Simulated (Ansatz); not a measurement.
The calculation's input:

```
crystal:
  periodic: [false, false, false]
  atoms:
    - {symbol: F, position_ang: [2.067033, -0.596076, 1.529801]}
    - {symbol: F, position_ang: [2.537931, 0.287742, -0.896004]}
    - {symbol: P, position_ang: [-0.438899, -0.009010, -0.162696]}
    - {symbol: Si, position_ang: [1.744386, -0.764904, -0.013954]}
    - {symbol: Si, position_ang: [-0.888857, 2.171603, 0.538528]}
    - {symbol: H, position_ang: [1.852773, -2.145014, -0.495840]}
    - {symbol: H, position_ang: [-1.259926, -0.911033, 0.540019]}
    - {symbol: H, position_ang: [-0.867009, -0.175996, -1.493252]}
    - {symbol: H, position_ang: [-2.338483, 2.309665, 0.304531]}
    - {symbol: H, position_ang: [-0.030942, 2.985025, -0.342951]}
    - {symbol: H, position_ang: [-0.481170, 2.153056, 1.955623]}
basis:
  gaussian: {orbitals: def2-SVPD}
total_charge: 1
hamiltonian: {xc: pbe0}
output: {forces: true, orbitals: {seedname: orbitals}}
```

Run with:

```sh
ansatz run input.yaml --threads 2 --pin off --max-ram 4350MiB --events-out events.jsonl --progress --plain --runs-dir runs
```

Geometry: B3LYP/6-31G*.

Method: isolated molecule in a Gaussian basis; Kohn-Sham density functional theory, functional PBE0 in Ansatz.

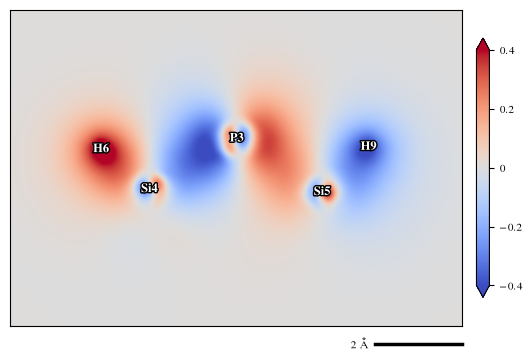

F2H6PSi2 (charge +1). The HOMO on the plane of atoms Si4, P3 and Si5 (values in Å⁻³ᐟ²; the overall sign is arbitrary).

### Describe this orbital and give its energy.

It lies mainly on P3 (about 30 %), Si4 (about 20 %), Si5 (about 15 %), H6 (about 15 %) and H9 (about 10 %). Its energy is −14.43 eV.
